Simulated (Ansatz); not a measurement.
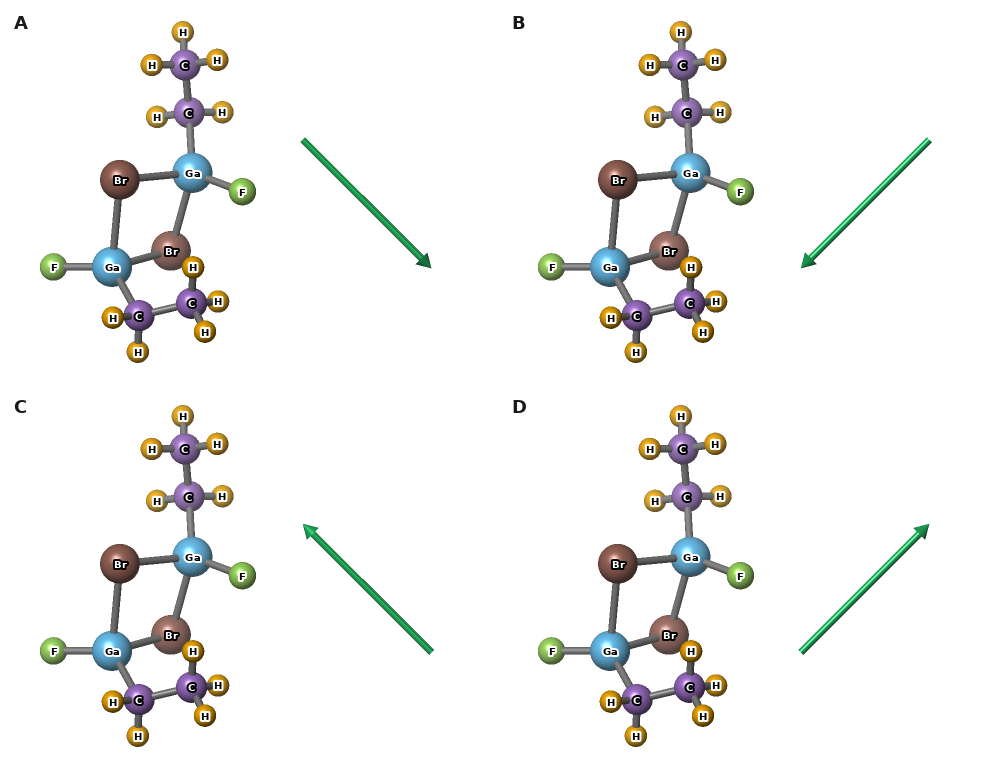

The same molecule four times, each with an arrow. The computed structure is the end point of a PBE0-D4/def2-TZVP optimisation. No frequency run is at hand to confirm it as a minimum. Level of theory: RKS r2SCAN-D4/def2-TZVPP (Ansatz 0.2.0).

Which arrow points along the dipole moment, from the negative to the positive end?

Answer. D. The dipole moment is 1.07 D.
